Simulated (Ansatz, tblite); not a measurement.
# Cu(NH3)(OH) (CuH₄NO): spin states and exact exchange

Is the singlet the ground state of Cu(NH3)(OH) (CuH₄NO)? Other spin states are computed and compared level by level.

Program: Ansatz 0.2.0, Gaussian basis. Level of theory: as each input shows. These are calculated values, not measurements.

The runs, in order: triplet, at the geometry of the singlet (GFN1-xTB, GFN2-xTB, PBE0-D4/def2-TZVP, PBE-D4/def2-TZVP, r2SCAN-D4/def2-TZVP); the singlet's energies come from earlier runs.

**1. The relaxed structure**

The geometry is that of the singlet, from an earlier relaxation (r2SCAN-D4/def2-TZVP).

7 atoms, charge 0, spin multiplicity 1.

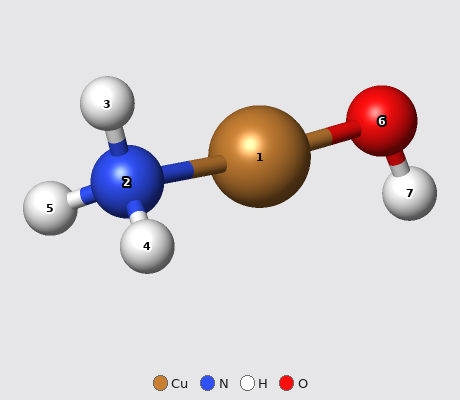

The structure; copper orange, nitrogen blue, hydrogen white, oxygen red; atoms are numbered from 1 in the order of the file.

Formally the metal is d10. No spin-orbit coupling is included.

**2. Triplet at the fixed geometry, GFN1-xTB**

Tight binding, by tblite at 300 K electronic temperature and without a spin-polarisation term:

```python
tblite.interface.Calculator('GFN1-xTB', numbers, positions, charge=0, uhf=2).singlepoint()
```

Energy -390.6844 eV; 0.003 s.

**3. Triplet at the fixed geometry, GFN2-xTB**

Tight binding, by tblite at 300 K electronic temperature and without a spin-polarisation term:

```python
tblite.interface.Calculator('GFN2-xTB', numbers, positions, charge=0, uhf=2).singlepoint()
```

Energy -345.3435 eV; 0.01 s.

**4. Triplet at the fixed geometry, PBE0-D4/def2-TZVP**

Input file in.yaml:

```yaml
crystal:
  periodic: [false, false, false]
  atoms:
    - {symbol: Cu, position_ang: [-0.033022, 0.060314, -0.689315]}
    - {symbol: N, position_ang: [-0.062211, 0.089116, 1.218326]}
    - {symbol: H, position_ang: [-0.492188, 0.945951, 1.561151]}
    - {symbol: H, position_ang: [0.875496, 0.042281, 1.610421]}
    - {symbol: H, position_ang: [-0.593154, -0.690600, 1.599727]}
    - {symbol: O, position_ang: [-0.078847, 0.152486, -2.457399]}
    - {symbol: H, position_ang: [0.383926, -0.599558, -2.842901]}
basis:
  gaussian: {orbitals: def2-TZVP}
magnetization: {spin_polarized: true, initial_magnetization: 2}
hamiltonian: {xc: pbe0, dispersion: d4}
scf: {omitted_lower_state_checks: [starts]}
output: {orbitals: {seedname: orbitals}}
```

Run with:

```
$ ansatz run in.yaml --threads 4 --pin off --events-out ev --progress --plain --max-ram 3916MiB
```

Standard output:

```text
Functional definition: PBE0
  name "PBE0"
  cite "Adamo & Barone, J. Chem. Phys. 110, 6158 (1999) doi:10.1063/1.478522"
  cite "Perdew, Burke & Ernzerhof, Phys. Rev. Lett. 77, 3865 (1996) doi:10.1103/PhysRevLett.77.3865"
  parent pbe
  parameter a = 0.25
  parameter kappa = 0.804
  parameter beta = 0.06672455060314922
  exchange = (1 - a)*pbe_x(kappa = kappa, mu = beta*pi^2/3) + a*exact_x
  correlation = pbe_c(beta = beta)
these checks for a lower state are left out or cut short: starts
1024 factors; their error is unknown
mean field evaluation 1: about -48221.7262 eV, gradient 5.3e1 eV
mean field evaluation 2: about -48179.6656 eV, gradient 1.1e2 eV
mean field evaluation 4: about -48231.0817 eV, gradient 9.7e0 eV
mean field evaluation 8: about -48231.5052 eV, gradient 3.5e-1 eV
mean field evaluation 16: about -48231.5466 eV, gradient 4.2e-3 eV
mean field evaluation 32: about -48231.5466 eV, gradient 1.0e-3 eV
mean field -48231.54656312 eV, -1772.4766436783 hartree, gradient 9.4e-6 eV, S^2 2.002652; 0 other end points of the search recorded, 0 dependent functions left out
reference -48231.54660810 eV, -1772.4766453313 hartree; 25, 23 occupied and 106, 108 virtual orbitals, 1024 factors
Total energy: -48231.61712512 eV, -1772.4792367839 hartree
Checks for a lower state left out: starts
```

Wall time 4.5 s (4 threads of AMD EPYC 9B14, shared host).

HOMO -2.84 eV, LUMO -4.67 eV (over both spins; with the spin held, an empty level of the minority spin lies below the top filled one); ⟨S²⟩ 2.003 (pure: 2.00).

**5. Triplet at the fixed geometry, PBE-D4/def2-TZVP**

start.molden holds the orbitals of an earlier run on this state, given as this run's starting guess.

in.yaml: that of step 4 with these lines changed.

```diff
@@ -11,5 +11,5 @@
 basis:
-  gaussian: {orbitals: def2-TZVP}
+  gaussian: {orbitals: def2-TZVP, initial_orbitals: start.molden}
 magnetization: {spin_polarized: true, initial_magnetization: 2}
-hamiltonian: {xc: pbe0, dispersion: d4}
+hamiltonian: {xc: pbe, dispersion: d4}
 scf: {omitted_lower_state_checks: [starts]}
```

Launched as before.

Standard output:

```text
Functional definition: PBE
  name "PBE"
  cite "Perdew, Burke & Ernzerhof, Phys. Rev. Lett. 77, 3865 (1996) doi:10.1103/PhysRevLett.77.3865"
  parent pbe
  parameter kappa = 0.804
  parameter beta = 0.06672455060314922
  exchange = pbe_x(kappa = kappa, mu = beta*pi^2/3)
  correlation = pbe_c(beta = beta)
these checks for a lower state are left out or cut short: starts
935 factors; their error is unknown
mean field evaluation 1: about -48231.4346 eV, gradient 7.2e0 eV
mean field evaluation 2: about -48231.6829 eV, gradient 6.2e-1 eV
mean field evaluation 4: about -48231.8200 eV, gradient 7.5e-1 eV
mean field evaluation 8: about -48231.8543 eV, gradient 2.7e-1 eV
mean field evaluation 16: about -48231.8557 eV, gradient 5.9e-5 eV
mean field -48231.85567051 eV, -1772.4880031653 hartree, gradient 5.9e-6 eV, S^2 2.002360; 0 other end points of the search recorded, 0 dependent functions left out
reference -48231.85572853 eV, -1772.4880052976 hartree; 25, 23 occupied and 106, 108 virtual orbitals, 935 factors
Total energy: -48231.94013796 eV, -1772.4911072869 hartree
Checks for a lower state left out: starts
```

Wall time 2.8 s (4 threads of AMD EPYC 9B14, shared host).

From the report: HOMO -2.02 eV, LUMO -6.26 eV (over both spins; with the spin held, an empty level of the minority spin lies below the top filled one); ⟨S²⟩ 2.002 (pure: 2.00).

**6. Triplet at the fixed geometry, r2SCAN-D4/def2-TZVP**

in.yaml: that of step 5 with these lines changed.

```diff
@@ -13,3 +13,3 @@
 magnetization: {spin_polarized: true, initial_magnetization: 2}
-hamiltonian: {xc: pbe, dispersion: d4}
+hamiltonian: {xc: r2scan, dispersion: d4}
 scf: {omitted_lower_state_checks: [starts]}
```

The command is unchanged.

Standard output, cut to the lines that bear on the results:

```text
Functional definition: r2SCAN
  name "r2SCAN"
  cite "Furness, Kaplan, Ning, Perdew & Sun, J. Phys. Chem. Lett. 11, 8208 (2020) doi:10.1021/acs.jpclett.0c02405"
  cite "Furness, Kaplan, Ning, Perdew & Sun, J. Phys. Chem. Lett. 11, 9248 (2020) doi:10.1021/acs.jpclett.0c03077"
  parent r2scan
[...]
935 factors; their error is unknown
[...]
mean field -48240.16577873 eV, -1772.7933940094 hartree, gradient 8.1e-6 eV, S^2 2.006721; 0 other end points of the search recorded, 0 dependent functions left out
reference -48240.16580394 eV, -1772.7933949361 hartree; 25, 23 occupied and 106, 108 virtual orbitals, 935 factors
Total energy: -48240.18587142 eV, -1772.7941324025 hartree
Checks for a lower state left out: starts
```

Wall time 9 s (4 threads of AMD EPYC 9B14, shared host).

Report: HOMO -2.13 eV, LUMO -5.92 eV (over both spins; with the spin held, an empty level of the minority spin lies below the top filled one); ⟨S²⟩ 2.007 (pure: 2.00).

**7. Triplet less singlet, vertical**

The singlet's energies are those of its earlier runs, whose logs aren't repeated here.

```tsv
level	triplet less singlet, vertical (kcal/mol)	time
GFN1-xTB	+133.7	0.006 s
GFN2-xTB	+139.6	0.012 s
PBE-D4/def2-TZVP	+83.0	3.4 s
r2SCAN-D4/def2-TZVP	+84.4	10 s
PBE0-D4/def2-TZVP	+85.4	5.3 s
```

Times add the two runs; a level without a time comes out of a correlated run. Tight binding without a spin term can't rank spin states.

**8. Summary of results**

| quantity | value |
| --- | --- |
| triplet less singlet, vertical, functionals in def2-TZVP | +83.0 (PBE-D4) to +85.4 kcal/mol (PBE0-D4) |

All functionals put the triplet above the singlet, over a spread of 2.3 kcal/mol. The checks for a lower triplet were left out, so another state of that spin may lie lower. The singlet here is a closed shell; an open-shell singlet can lie lower. These are electronic energies, without zero-point motion, entropy or surroundings.
